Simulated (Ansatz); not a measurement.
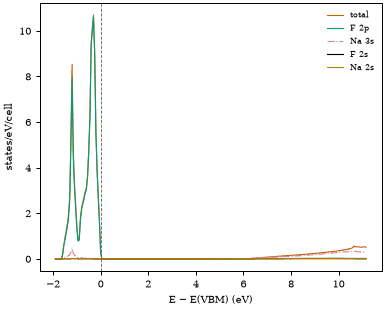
*Total and projected density of states of NaF (rock salt, Fm-3m), plane-wave PAW PBEsol (Ansatz code)*

Question: Which orbitals carry the states next to the gap?

Answer: Top 1 eV of the valence band: F 2p 98 %. Bottom 1 eV of the conduction band: Na 3s 72 %, F 2s 17 %. Projections are on Löwdin-orthogonalised atomic valence shells; empty p or d shells of many metals are not among them.

Question: Where is the tallest occupied peak in this window, and what makes it?

Answer: Near -0.3 eV, about 11 states/eV per cell; the largest projected share is F 2p.

The PBEsol relaxation kept the symmetry of its start.

Potentials: the earlier of the program's two PAW sets. The files were generated under PBE; for other functionals the program regenerates the frozen cores, and for LDA and PBEsol the local potential too.
